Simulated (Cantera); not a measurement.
A closed system holds: 1 mol CO, a varied amount of NH₃, 0.69 mol N₂, 2.4 mol CO₂, equilibrated at 1952 °C and 0.100 bar.

Cantera equilibrium calculation (NASA polynomials, part measured and part estimated; ideal gas, pure solids and liquids). Candidate condensed phases: C, C₆H₆, C₇H₈, C₈H₁₈, H₂O; 136 gas species. The numbers say what is thermodynamically allowed, not how fast it happens.

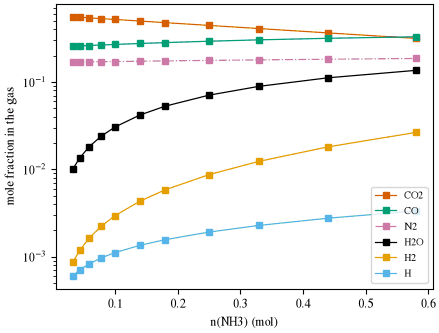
Figure: Equilibrium gas composition (values under 1e-9 drawn at 1e-9)

From 0.033 mol NH₃ to 0.58 mol NH₃ nothing is condensed. The main C-bearing gas is CO₂ at 0.033 mol NH₃ and CO at 0.58 mol NH₃.
